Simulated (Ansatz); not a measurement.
# F₃H₃InP: up Jacob's ladder to CCSD(T)

Aim: compute F₃H₃InP with functionals from several rungs and with coupled cluster. The yardstick is the atomisation energy at the CCSD(T) limit.

Program: Ansatz 0.2.0, Gaussian basis. Level of theory: functionals in def2-TZVPP, the program's frozen cores in correlated methods. These are calculated values, not measurements.

The runs, in order: LDA (SPW92), PBE-D4, revPBE-D4, BLYP-D4, r2SCAN-D4, B97M-V, PBE0-D4, B3LYP-D4, r2SCANh-D4, r2SCAN0-D4, HSE06-D4, BHLYP-D4, CAM-B3LYP-D4, LC-ωPBE, ωB97X-V, ωB97M-V, B2PLYP, PBE-QIDH; CCSD(T)/def2-SVP; CCSD(T)/def2-TZVPP; MP2/def2-QZVPP; extrapolation to the limit; RPA on PBE.

## 1. The relaxed structure

The geometry comes from an earlier relaxation with PBE0-D4 in a triple-zeta def2 set; it is a stationary point, not always the lowest conformer. In takes the def2 core potential; no spin-orbit term is included.

8 atoms, charge 0, spin multiplicity 1.

Atoms are counted from 1 here; the program's logs count them from 0.

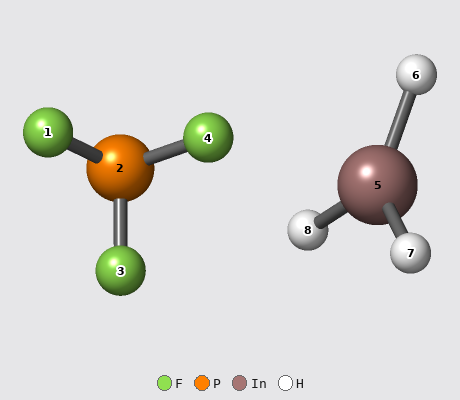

The structure; fluorine green, phosphorus orange, indium brown, hydrogen white; atoms are numbered from 1 in the order of the file.

## 2. LDA

This LDA is Slater exchange with PW92 correlation.

in.yaml

```yaml
crystal:
  periodic: [false, false, false]
  atoms:
    - {symbol: F, position_ang: [1.840261, -2.064320, 1.562554]}
    - {symbol: P, position_ang: [0.446014, -1.572517, 1.039481]}
    - {symbol: F, position_ang: [0.499701, -2.247777, -0.372487]}
    - {symbol: F, position_ang: [0.932636, -0.123914, 0.577299]}
    - {symbol: In, position_ang: [-0.904318, 1.503639, -0.696596]}
    - {symbol: H, position_ang: [-0.841629, 2.770069, 0.469096]}
    - {symbol: H, position_ang: [-0.074828, 1.615832, -2.200204]}
    - {symbol: H, position_ang: [-1.897837, 0.118978, -0.379143]}
basis:
  gaussian: {orbitals: def2-TZVPP}
hamiltonian: {xc: lda}
output: {orbitals: {seedname: orbitals}}
```

Launch:

```bash
$ ansatz run in.yaml --threads 4 --pin off --events-out ev --progress --plain --max-ram 10444MiB
```

Standard output:

```text
Functional definition: SPW92
  name "SPW92"
  cite "Dirac, Proc. Camb. Phil. Soc. 26, 376 (1930) doi:10.1017/S0305004100016108"
  cite "Slater, Phys. Rev. 81, 385 (1951) doi:10.1103/PhysRev.81.385"
  cite "Perdew & Wang, Phys. Rev. B 45, 13244 (1992) doi:10.1103/PhysRevB.45.13244"
  exchange = slater_x
  correlation = pw_c
1320 factors; their error is unknown
mean field evaluation 1: about -22569.0126 eV, gradient 5.2e1 eV
mean field evaluation 2: about -22558.8254 eV, gradient 1.0e2 eV
mean field evaluation 4: about -22572.9865 eV, gradient 3.0e0 eV
mean field evaluation 8: about -22573.0042 eV, gradient 1.0e-1 eV
mean field evaluation 16: about -22572.9859 eV, gradient 8.9e-5 eV
mean field -22572.98591239 eV, -829.5419317608 hartree, gradient 3.3e-5 eV, S^2 0.000000; 0 other end points of the search recorded, 0 dependent functions left out
reference -22572.98596830 eV, -829.5419338157 hartree; 33, 33 occupied and 194, 194 virtual orbitals, 1320 factors
Total energy: -22572.98596830 eV, -829.5419338157 hartree
```

Run time: 1.6 s. Hardware: 4 threads of Arm Neoverse V1, shared host; peak memory 0.28 GiB.

With the free atoms at this level, -22545.206 eV in sum, the atomisation energy is 2680.3 kJ/mol. HOMO -7.00 eV, LUMO -2.63 eV.

## 3. PBE-D4 (GGA)

in.yaml, as its differences from that of step 2:

```diff
@@ -13,3 +13,3 @@
   gaussian: {orbitals: def2-TZVPP}
-hamiltonian: {xc: lda}
-output: {orbitals: {seedname: orbitals}}
+hamiltonian: {xc: pbe, dispersion: d4}
+output: {forces: true, orbitals: {seedname: orbitals}}
```

The command is unchanged.

Standard output (excerpt; [...] marks lines left out):

```text
Functional definition: PBE
  name "PBE"
  cite "Perdew, Burke & Ernzerhof, Phys. Rev. Lett. 77, 3865 (1996) doi:10.1103/PhysRevLett.77.3865"
  parent pbe
[...]
1320 factors; their error is unknown
[...]
mean field -22655.97699183 eV, -832.5917976769 hartree, gradient 1.8e-5 eV, S^2 0.000000; 0 other end points of the search recorded, 0 dependent functions left out
[...]
reference -22655.97705194 eV, -832.5917998860 hartree; 33, 33 occupied and 194, 194 virtual orbitals, 1320 factors
Total energy: -22656.13543426 eV, -832.5976203288 hartree
Atom 0 at     1.840261    -2.064320     1.562554 Å, force     0.789132    -0.305712     0.368977 eV/Å
Atom 1 at     0.446014    -1.572517     1.039481 Å, force    -0.980487    -0.083761     0.665769 eV/Å
Atom 2 at     0.499701    -2.247777    -0.372487 Å, force    -0.036084    -0.428996    -0.825724 eV/Å
Atom 3 at     0.932636    -0.123914     0.577299 Å, force     0.249269     0.817236    -0.203710 eV/Å
Atom 4 at    -0.904318     1.503639    -0.696596 Å, force    -0.019620    -0.000125    -0.001064 eV/Å
Atom 5 at    -0.841629     2.770069     0.469096 Å, force     0.007351     0.092818     0.088177 eV/Å
Atom 6 at    -0.074828     1.615832    -2.200204 Å, force     0.067038     0.005303    -0.112806 eV/Å
Atom 7 at    -1.897837     0.118978    -0.379143 Å, force    -0.076598    -0.096762     0.020381 eV/Å
Dipole moment:    -0.066523    -0.131314     0.148866 e Å
```

Run time: 2.1 s. Hardware: 4 threads of Arm Neoverse V1, shared host; peak memory 0.28 GiB.

With the free atoms at this level, -22632.433 eV in sum, the atomisation energy is 2287.0 kJ/mol. HOMO -6.90 eV, LUMO -2.31 eV.

## 4. revPBE-D4 (GGA)

in.yaml, as its differences from that of step 3:

```diff
@@ -13,3 +13,3 @@
   gaussian: {orbitals: def2-TZVPP}
-hamiltonian: {xc: pbe, dispersion: d4}
-output: {forces: true, orbitals: {seedname: orbitals}}
+hamiltonian: {xc: {name: revPBE}, dispersion: d4}
+output: {orbitals: {seedname: orbitals}}
```

Launched as before.

Standard output:

```text
Functional definition: revPBE
  name "revPBE"
  cite "Zhang & Yang, Phys. Rev. Lett. 80, 890 (1998) doi:10.1103/PhysRevLett.80.890"
  cite "Perdew, Burke & Ernzerhof, Phys. Rev. Lett. 77, 3865 (1996) doi:10.1103/PhysRevLett.77.3865"
  parameter kappa = 1.245
  parameter beta = 0.06672455060314922
  exchange = pbe_x(kappa = kappa, mu = beta*pi^2/3)
  correlation = pbe_c(beta = beta)
1320 factors; their error is unknown
mean field evaluation 1: about -22660.3269 eV, gradient 5.4e1 eV
mean field evaluation 2: about -22649.6790 eV, gradient 1.0e2 eV
mean field evaluation 4: about -22664.6957 eV, gradient 2.8e0 eV
mean field evaluation 8: about -22664.7116 eV, gradient 9.7e-2 eV
mean field evaluation 16: about -22664.6929 eV, gradient 8.2e-5 eV
mean field -22664.69287216 eV, -832.9121003714 hartree, gradient 8.2e-5 eV, S^2 0.000000; 0 other end points of the search recorded, 0 dependent functions left out
reference -22664.69294751 eV, -832.9121031404 hartree; 33, 33 occupied and 194, 194 virtual orbitals, 1320 factors
Total energy: -22665.13646369 eV, -832.9284020593 hartree
```

Run time: 1.8 s. Hardware: 4 threads of Arm Neoverse V1, shared host; peak memory 0.28 GiB.

Atomisation energy: 2205.3 kJ/mol (free atoms -22642.280 eV, run apart). HOMO -6.85 eV, LUMO -2.17 eV.

## 5. BLYP-D4 (GGA)

in.yaml, as its differences from that of step 4:

```diff
@@ -13,3 +13,3 @@
   gaussian: {orbitals: def2-TZVPP}
-hamiltonian: {xc: {name: revPBE}, dispersion: d4}
+hamiltonian: {xc: {name: BLYP}, dispersion: d4}
 output: {orbitals: {seedname: orbitals}}
```

The command is unchanged.

Standard output:

```text
Functional definition: BLYP
  name "BLYP"
  cite "Becke, Phys. Rev. A 38, 3098 (1988) doi:10.1103/PhysRevA.38.3098"
  cite "Lee, Yang & Parr, Phys. Rev. B 37, 785 (1988) doi:10.1103/PhysRevB.37.785"
  parameter beta = 0.0042
  parameter a = 0.04918
  parameter b = 0.132
  parameter c = 0.2533
  parameter d = 0.349
  exchange = b88_x(beta = beta)
  correlation = lyp_c(a = a, b = b, c = c, d = d)
1320 factors; their error is unknown
mean field evaluation 1: about -22660.9656 eV, gradient 6.0e1 eV
mean field evaluation 2: about -22646.3266 eV, gradient 1.2e2 eV
mean field evaluation 4: about -22666.2265 eV, gradient 3.1e0 eV
mean field evaluation 8: about -22666.2447 eV, gradient 1.3e-1 eV
mean field evaluation 16: about -22666.2266 eV, gradient 1.4e-4 eV
mean field -22666.22656055 eV, -832.9684623799 hartree, gradient 4.9e-5 eV, S^2 0.000000; 0 other end points of the search recorded, 0 dependent functions left out
reference -22666.22695789 eV, -832.9684769821 hartree; 33, 33 occupied and 194, 194 virtual orbitals, 1320 factors
Total energy: -22666.56912974 eV, -832.9810515656 hartree
```

It took 1.9 s on 4 threads of Arm Neoverse V1, shared host; peak memory 0.28 GiB.

With the free atoms at this level, -22643.143 eV in sum, the atomisation energy is 2260.3 kJ/mol. HOMO -6.81 eV, LUMO -2.25 eV.

## 6. r2SCAN-D4 (meta-GGA)

in.yaml, as its differences from that of step 5:

```diff
@@ -13,3 +13,3 @@
   gaussian: {orbitals: def2-TZVPP}
-hamiltonian: {xc: {name: BLYP}, dispersion: d4}
-output: {orbitals: {seedname: orbitals}}
+hamiltonian: {xc: r2scan, dispersion: d4}
+output: {forces: true, orbitals: {seedname: orbitals}}
```

The command is unchanged.

Standard output (excerpt; [...] marks lines left out):

```text
Functional definition: r2SCAN
  name "r2SCAN"
  cite "Furness, Kaplan, Ning, Perdew & Sun, J. Phys. Chem. Lett. 11, 8208 (2020) doi:10.1021/acs.jpclett.0c02405"
  cite "Furness, Kaplan, Ning, Perdew & Sun, J. Phys. Chem. Lett. 11, 9248 (2020) doi:10.1021/acs.jpclett.0c03077"
  parent r2scan
[...]
1320 factors; their error is unknown
[...]
mean field -22665.99546217 eV, -832.9599696713 hartree, gradient 2.7e-5 eV, S^2 0.000000; 0 other end points of the search recorded, 0 dependent functions left out
[...]
reference -22665.99548051 eV, -832.9599703454 hartree; 33, 33 occupied and 194, 194 virtual orbitals, 1320 factors
Total energy: -22666.03409802 eV, -832.9613895124 hartree
Atom 0 at     1.840261    -2.064320     1.562554 Å, force     0.174931    -0.056934     0.064793 eV/Å
Atom 1 at     0.446014    -1.572517     1.039481 Å, force    -0.250685    -0.046527     0.174117 eV/Å
Atom 2 at     0.499701    -2.247777    -0.372487 Å, force    -0.000161    -0.081173    -0.181478 eV/Å
Atom 3 at     0.932636    -0.123914     0.577299 Å, force     0.037125     0.234741    -0.088461 eV/Å
Atom 4 at    -0.904318     1.503639    -0.696596 Å, force     0.031369    -0.041658     0.032583 eV/Å
Atom 5 at    -0.841629     2.770069     0.469096 Å, force     0.000882    -0.037473    -0.030456 eV/Å
Atom 6 at    -0.074828     1.615832    -2.200204 Å, force    -0.016519    -0.006830     0.041355 eV/Å
Atom 7 at    -1.897837     0.118978    -0.379143 Å, force     0.023058     0.035854    -0.012453 eV/Å
Dipole moment:    -0.071044    -0.126122     0.147233 e Å
```

It took 4 s on 4 threads of Arm Neoverse V1, shared host; peak memory 0.31 GiB.

With the free atoms at this level, -22642.651 eV in sum, the atomisation energy is 2256.1 kJ/mol. HOMO -7.20 eV, LUMO -2.02 eV.

## 7. B97M-V (meta-GGA)

in.yaml, as its differences from that of step 6:

```diff
@@ -13,3 +13,3 @@
   gaussian: {orbitals: def2-TZVPP}
-hamiltonian: {xc: r2scan, dispersion: d4}
-output: {forces: true, orbitals: {seedname: orbitals}}
+hamiltonian: {xc: {name: B97M-V}}
+output: {orbitals: {seedname: orbitals}}
```

Launched as before.

Standard output (excerpt; [...] marks lines left out):

```text
Functional definition: B97M-V
  name "B97M-V"
  cite "Mardirossian & Head-Gordon, J. Chem. Phys. 142, 074111 (2015) doi:10.1063/1.4907719"
  cite "Becke, J. Chem. Phys. 107, 8554 (1997) doi:10.1063/1.475007"
  cite "Vydrov & Van Voorhis, J. Chem. Phys. 133, 244103 (2010) doi:10.1063/1.3521275"
  # Of w^i u^j: cxij and so on, Table III.
[...]
  gx(w, u) = cx00 + cx01*u + cx02*u^2 + (cx10 + cx11*u)*w
  gss(w, u) = css00 + css02*u^2 + css10*w + (css32*w^3 + css42*w^4)*u^2
  gos(w, u) = cos00 + cos01*u + cos03*u^3 + cos10*w + cos32*w^3*u^2
[...]
      + integral(e_c_pw_mod_opposite_spin*gos(b97_w_opposite, b97_u_opposite)) + vv10(b, c)
1320 factors; their error is unknown
[...]
mean field -22663.01389953 eV, -832.8503992653 hartree, gradient 1.4e-5 eV, S^2 0.000000; 0 other end points of the search recorded, 0 dependent functions left out
reference -22663.01398589 eV, -832.8504024388 hartree; 33, 33 occupied and 194, 194 virtual orbitals, 1320 factors
Total energy: -22663.01398589 eV, -832.8504024388 hartree
```

Wall time 7.5 s (4 threads of Arm Neoverse V1, shared host); peak memory 0.38 GiB.

Atomisation energy: 2293.0 kJ/mol (free atoms -22639.249 eV, run apart). HOMO -7.28 eV, LUMO -2.27 eV.

## 8. PBE0-D4 (hybrid)

in.yaml, as its differences from that of step 7:

```diff
@@ -13,3 +13,3 @@
   gaussian: {orbitals: def2-TZVPP}
-hamiltonian: {xc: {name: B97M-V}}
+hamiltonian: {xc: pbe0, dispersion: d4}
 output: {orbitals: {seedname: orbitals}}
```

Launched as before.

Standard output:

```text
Functional definition: PBE0
  name "PBE0"
  cite "Adamo & Barone, J. Chem. Phys. 110, 6158 (1999) doi:10.1063/1.478522"
  cite "Perdew, Burke & Ernzerhof, Phys. Rev. Lett. 77, 3865 (1996) doi:10.1103/PhysRevLett.77.3865"
  parent pbe
  parameter a = 0.25
  parameter kappa = 0.804
  parameter beta = 0.06672455060314922
  exchange = (1 - a)*pbe_x(kappa = kappa, mu = beta*pi^2/3) + a*exact_x
  correlation = pbe_c(beta = beta)
1426 factors; their error is unknown
mean field evaluation 1: about -22653.3849 eV, gradient 4.8e1 eV
mean field evaluation 2: about -22649.8797 eV, gradient 7.1e1 eV
mean field evaluation 4: about -22656.5862 eV, gradient 1.3e0 eV
mean field evaluation 8: about -22656.6737 eV, gradient 2.9e-1 eV
mean field evaluation 16: about -22656.6738 eV, gradient 4.2e-5 eV
mean field -22656.67380093 eV, -832.6174049391 hartree, gradient 4.2e-5 eV, S^2 0.000000; 0 other end points of the search recorded, 0 dependent functions left out
reference -22656.67384463 eV, -832.6174065450 hartree; 33, 33 occupied and 194, 194 virtual orbitals, 1426 factors
Total energy: -22656.80936198 eV, -832.6223867157 hartree
```

Run time: 2.9 s. Hardware: 4 threads of Arm Neoverse V1, shared host; peak memory 0.59 GiB.

With the free atoms at this level, -22633.905 eV in sum, the atomisation energy is 2210.0 kJ/mol. HOMO -8.09 eV, LUMO -1.54 eV.

## 9. B3LYP-D4 (hybrid)

B3LYP here takes the VWN-RPA correlation.

in.yaml, as its differences from that of step 8:

```diff
@@ -13,3 +13,3 @@
   gaussian: {orbitals: def2-TZVPP}
-hamiltonian: {xc: pbe0, dispersion: d4}
-output: {orbitals: {seedname: orbitals}}
+hamiltonian: {xc: {name: B3LYP}, dispersion: d4}
+output: {forces: true, orbitals: {seedname: orbitals}}
```

The command is unchanged.

Standard output (excerpt; [...] marks lines left out):

```text
Functional definition: B3LYP
  name "B3LYP"
  cite "Stephens, Devlin, Chabalowski & Frisch, J. Phys. Chem. 98, 11623 (1994) doi:10.1021/j100096a001"
  cite "Becke, Phys. Rev. A 38, 3098 (1988) doi:10.1103/PhysRevA.38.3098"
  cite "Lee, Yang & Parr, Phys. Rev. B 37, 785 (1988) doi:10.1103/PhysRevB.37.785"
  cite "Vosko, Wilk & Nusair, Can. J. Phys. 58, 1200 (1980) doi:10.1139/p80-159"
[...]
1407 factors; their error is unknown
[...]
mean field -22670.57289740 eV, -833.1281873131 hartree, gradient 1.4e-5 eV, S^2 0.000000; 0 other end points of the search recorded, 0 dependent functions left out
[...]
reference -22670.57319774 eV, -833.1281983505 hartree; 33, 33 occupied and 194, 194 virtual orbitals, 1407 factors
Total energy: -22670.83036893 eV, -833.1376492176 hartree
Atom 0 at     1.840261    -2.064320     1.562554 Å, force     0.299661    -0.119397     0.143832 eV/Å
Atom 1 at     0.446014    -1.572517     1.039481 Å, force    -0.348583    -0.052787     0.264899 eV/Å
Atom 2 at     0.499701    -2.247777    -0.372487 Å, force    -0.016704    -0.159980    -0.313901 eV/Å
Atom 3 at     0.932636    -0.123914     0.577299 Å, force     0.075894     0.317713    -0.084645 eV/Å
Atom 4 at    -0.904318     1.503639    -0.696596 Å, force    -0.004045    -0.000246    -0.004294 eV/Å
Atom 5 at    -0.841629     2.770069     0.469096 Å, force     0.001674     0.042239     0.039747 eV/Å
Atom 6 at    -0.074828     1.615832    -2.200204 Å, force     0.028158     0.004070    -0.050924 eV/Å
Atom 7 at    -1.897837     0.118978    -0.379143 Å, force    -0.036055    -0.031611     0.005286 eV/Å
Dipole moment:    -0.102120    -0.130665     0.170115 e Å
```

Wall time 4.4 s (4 threads of Arm Neoverse V1, shared host); peak memory 0.63 GiB.

With the free atoms at this level, -22647.605 eV in sum, the atomisation energy is 2240.9 kJ/mol. HOMO -7.91 eV, LUMO -1.80 eV.

## 10. r2SCANh-D4 (hybrid)

in.yaml, as its differences from that of step 9:

```diff
@@ -13,3 +13,3 @@
   gaussian: {orbitals: def2-TZVPP}
-hamiltonian: {xc: {name: B3LYP}, dispersion: d4}
-output: {forces: true, orbitals: {seedname: orbitals}}
+hamiltonian: {xc: {name: r2SCANh}, dispersion: d4}
+output: {orbitals: {seedname: orbitals}}
```

Launched as before.

Standard output (excerpt; [...] marks lines left out):

```text
Functional definition: r2SCANh
  name "r2SCANh"
  cite "Bursch, Neugebauer, Ehlert & Grimme, J. Chem. Phys. 156, 134105 (2022) doi:10.1063/5.0086040"
  cite "Furness, Kaplan, Ning, Perdew & Sun, J. Phys. Chem. Lett. 11, 8208 (2020) doi:10.1021/acs.jpclett.0c02405"
  cite "Furness, Kaplan, Ning, Perdew & Sun, J. Phys. Chem. Lett. 11, 9248 (2020) doi:10.1021/acs.jpclett.0c03077"
  parent r2scan
[...]
1320 factors; their error is unknown
[...]
mean field -22665.09272455 eV, -832.9267946757 hartree, gradient 7.4e-5 eV, S^2 0.000000; 0 other end points of the search recorded, 0 dependent functions left out
reference -22665.09274117 eV, -832.9267952863 hartree; 33, 33 occupied and 194, 194 virtual orbitals, 1320 factors
Total energy: -22665.13455362 eV, -832.9283318655 hartree
```

It took 4.8 s on 4 threads of Arm Neoverse V1, shared host; peak memory 0.6 GiB.

Atomisation energy: 2226.8 kJ/mol (free atoms -22642.055 eV, run apart). HOMO -7.64 eV, LUMO -1.75 eV.

## 11. r2SCAN0-D4 (hybrid)

in.yaml, as its differences from that of step 10:

```diff
@@ -13,3 +13,3 @@
   gaussian: {orbitals: def2-TZVPP}
-hamiltonian: {xc: {name: r2SCANh}, dispersion: d4}
+hamiltonian: {xc: {name: r2SCAN0}, dispersion: d4}
 output: {orbitals: {seedname: orbitals}}
```

Launched as before.

Standard output (excerpt; [...] marks lines left out):

```text
Functional definition: r2SCAN0
  name "r2SCAN0"
  cite "Bursch, Neugebauer, Ehlert & Grimme, J. Chem. Phys. 156, 134105 (2022) doi:10.1063/5.0086040"
  cite "Furness, Kaplan, Ning, Perdew & Sun, J. Phys. Chem. Lett. 11, 8208 (2020) doi:10.1021/acs.jpclett.0c02405"
  cite "Furness, Kaplan, Ning, Perdew & Sun, J. Phys. Chem. Lett. 11, 9248 (2020) doi:10.1021/acs.jpclett.0c03077"
  parent r2scan
[...]
1426 factors; their error is unknown
[...]
mean field -22663.78954882 eV, -832.8789038509 hartree, gradient 6.6e-5 eV, S^2 0.000000; 0 other end points of the search recorded, 0 dependent functions left out
reference -22663.78956292 eV, -832.8789043691 hartree; 33, 33 occupied and 194, 194 virtual orbitals, 1426 factors
Total energy: -22663.83603908 eV, -832.8806123363 hartree
```

It took 4.8 s on 4 threads of Arm Neoverse V1, shared host; peak memory 0.62 GiB.

Atomisation energy: 2185.5 kJ/mol (free atoms -22641.185 eV, run apart). HOMO -8.29 eV, LUMO -1.36 eV.

## 12. HSE06-D4 (hybrid)

HSE06 is the plane-wave form, built on full-range PBE exchange.

in.yaml, as its differences from that of step 11:

```diff
@@ -13,3 +13,3 @@
   gaussian: {orbitals: def2-TZVPP}
-hamiltonian: {xc: {name: r2SCAN0}, dispersion: d4}
+hamiltonian: {xc: hse06, dispersion: d4}
 output: {orbitals: {seedname: orbitals}}
```

Same command.

Standard output (excerpt; [...] marks lines left out):

```text
Functional definition: HSE06
  name "HSE06"
  cite "Heyd, Scuseria & Ernzerhof, J. Chem. Phys. 118, 8207 (2003) doi:10.1063/1.1564060"
  cite "Krukau, Vydrov, Izmaylov & Scuseria, J. Chem. Phys. 125, 224106 (2006) doi:10.1063/1.2404663"
  cite "Heyd & Scuseria, J. Chem. Phys. 120, 7274 (2004) doi:10.1063/1.1668634"
  cite "Ernzerhof & Perdew, J. Chem. Phys. 109, 3313 (1998) doi:10.1063/1.476928"
  cite "Perdew, Burke & Ernzerhof, Phys. Rev. Lett. 77, 3865 (1996) doi:10.1103/PhysRevLett.77.3865"
  parent pbe
[...]
  # The whole range is PBE's own exchange, as in plane waves. The composition of these papers is wPBEh.
[...]
1426 factors; their error is unknown
103 factors; integrals over basis functions are off by at most 4.3e-7 eV
[...]
mean field -22656.11784226 eV, -832.5969738350 hartree, gradient 4.0e-5 eV, S^2 0.000000; 0 other end points of the search recorded, 0 dependent functions left out
reference -22656.11790047 eV, -832.5969759738 hartree; 33, 33 occupied and 194, 194 virtual orbitals, 1426 factors
Total energy: -22656.24557732 eV, -832.6016680117 hartree
```

Wall time 3.3 s (4 threads of Arm Neoverse V1, shared host); peak memory 0.62 GiB.

Atomisation energy: 2211.0 kJ/mol (free atoms -22633.330 eV, run apart). HOMO -7.69 eV, LUMO -1.90 eV.

## 13. BHLYP-D4 (hybrid)

in.yaml, as its differences from that of step 12:

```diff
@@ -13,3 +13,3 @@
   gaussian: {orbitals: def2-TZVPP}
-hamiltonian: {xc: hse06, dispersion: d4}
+hamiltonian: {xc: {name: BHLYP}, dispersion: d4}
 output: {orbitals: {seedname: orbitals}}
```

Launched as before.

Standard output:

```text
Functional definition: BHLYP
  name "BHLYP"
  cite "Becke, J. Chem. Phys. 98, 1372 (1993) doi:10.1063/1.464304"
  cite "Becke, Phys. Rev. A 38, 3098 (1988) doi:10.1103/PhysRevA.38.3098"
  cite "Lee, Yang & Parr, Phys. Rev. B 37, 785 (1988) doi:10.1103/PhysRevB.37.785"
  parameter a = 0.5
  exchange = (1 - a)*b88_x + a*exact_x
  correlation = lyp_c
1539 factors; their error is unknown
mean field evaluation 1: about -22659.6701 eV, gradient 4.6e1 eV
mean field evaluation 2: about -22659.0174 eV, gradient 5.4e1 eV
mean field evaluation 4: about -22662.7368 eV, gradient 8.3e-1 eV
mean field evaluation 8: about -22662.9231 eV, gradient 4.5e-1 eV
mean field evaluation 16: about -22662.9233 eV, gradient 7.2e-5 eV
mean field -22662.92330229 eV, -832.8470698779 hartree, gradient 7.2e-5 eV, S^2 0.000000; 0 other end points of the search recorded, 0 dependent functions left out
reference -22662.92350429 eV, -832.8470773014 hartree; 33, 33 occupied and 194, 194 virtual orbitals, 1539 factors
Total energy: -22663.13562568 eV, -832.8548726186 hartree
```

Wall time 3 s (4 threads of Arm Neoverse V1, shared host); peak memory 0.61 GiB.

With the free atoms at this level, -22640.908 eV in sum, the atomisation energy is 2144.6 kJ/mol. HOMO -9.22 eV, LUMO -0.83 eV.

(Part 1 of 2 ends here.)
